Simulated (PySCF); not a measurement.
# C$_{6}$H$_{9}$ (doublet): what the fields show

```xyz
15

C     2.2667    0.5932    0.3008
C     1.2576   -0.2060   -0.3790
C     0.0600    0.5866   -0.9167
C    -0.8306   -0.0242   -0.1411
C    -2.2969    0.0569    0.0589
C     0.1886   -0.9130    0.5230
H     1.9882    1.1908    1.1480
H     3.2470    0.7257   -0.1137
H     1.7002   -0.8666   -1.1275
H     0.0247    1.3771   -1.6432
H    -2.7655   -0.8970   -0.1841
H    -2.7270    0.8325   -0.5702
H    -2.5216    0.2792    1.1021
H     0.3264   -0.7479    1.5898
H     0.0778   -1.9793    0.3310
```

Geometry: GFN2-xTB.

All numbers below come from PySCF, UKS B3LYP, pcH-1 on C H, non-relativistic, mean-field spin-orbit, GIAO.

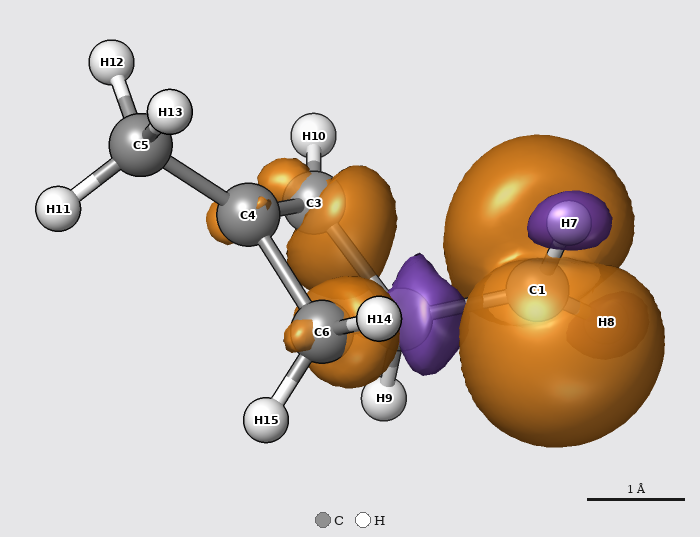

Figure 1. Isosurfaces of the spin density at +0.015 (orange) and −0.015 e/Å³ (purple), seen at an oblique angle.

Question: Describe the spin distribution.

Answer: The unpaired spin (1 electron) lies mostly on C1 (about 0.7), in electrons by Hirshfeld's partition.

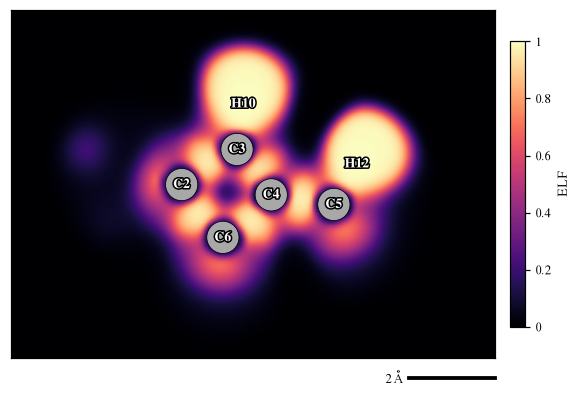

Figure 2. Electron localisation function on the plane of atoms C2, C3 and C4. Grey discs cover the atomic cores.

Question: What do the fields say about this system?

Answer: The section cuts through C and H sites. C–C (1.33 Å): the ELF peaks at about 0.90 between the atoms: a short, multiple covalent bond. C–H (1.07 Å): the ELF climbs to about 1 towards the hydrogen, as it does in any bond to H; a covalent bond by its length. C–C (1.48 Å): the ELF peaks at about 0.95 between the atoms (localised, covalent bonding). C–C (1.51 Å): the ELF peaks at about 0.95 between the atoms: localised, covalent bonding.

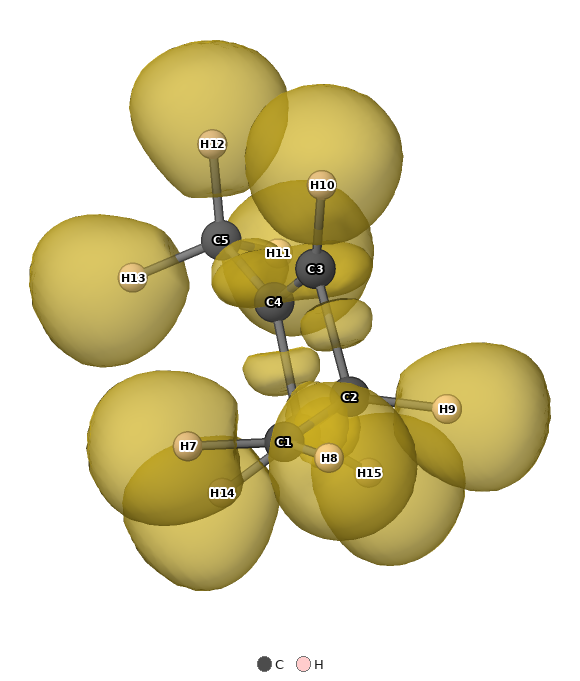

Figure 3. Isosurface of the electron localisation function at 0.85 (yellow), seen at an oblique angle. Core shells and regions of very low density are left out.

Question: Identify the bonds, lone pairs and shells in this picture.

Answer: The surface consists of six regions between bonded C–C atoms (shared pairs) and nine regions around hydrogen nuclei.
